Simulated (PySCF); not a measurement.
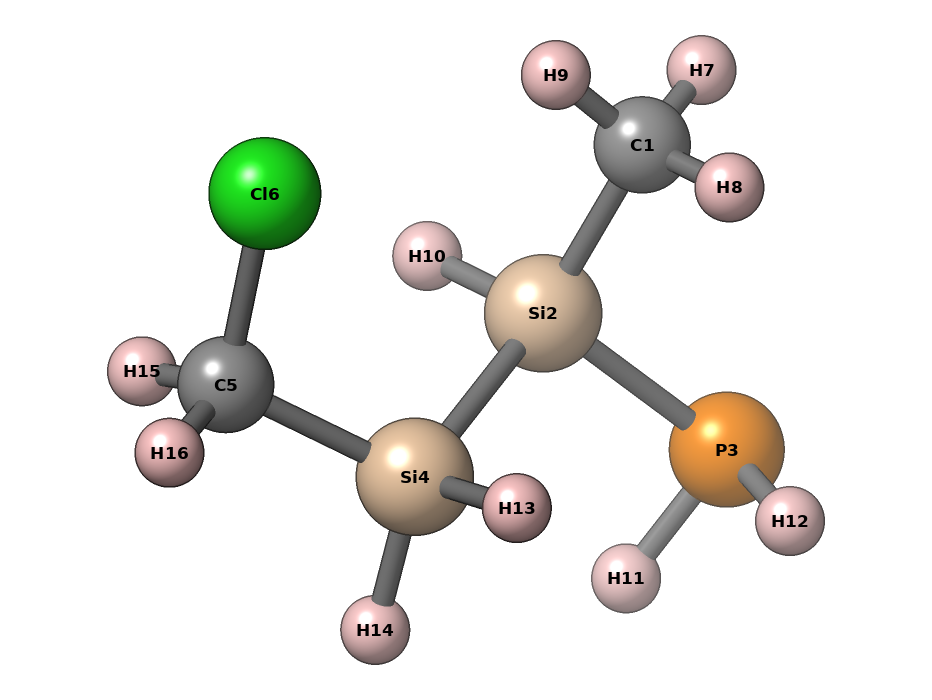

Depth is shown by fading: the farther an atom, the more it takes the colour of the background. The computed structure is the end point of a PBE0-D3(BJ)/def2-SVP optimisation. No frequency run is at hand to confirm it as a minimum.

Which atoms or bonds are stereogenic?

Answer. Centres: Si2.

What are the Cahn–Ingold–Prelog descriptors?

Answer. Si2: R (priorities P3 > Si4 > C1 > H10).

Write the isomeric SMILES.

Answer. C[Si@@H](P)[SiH2]CCl
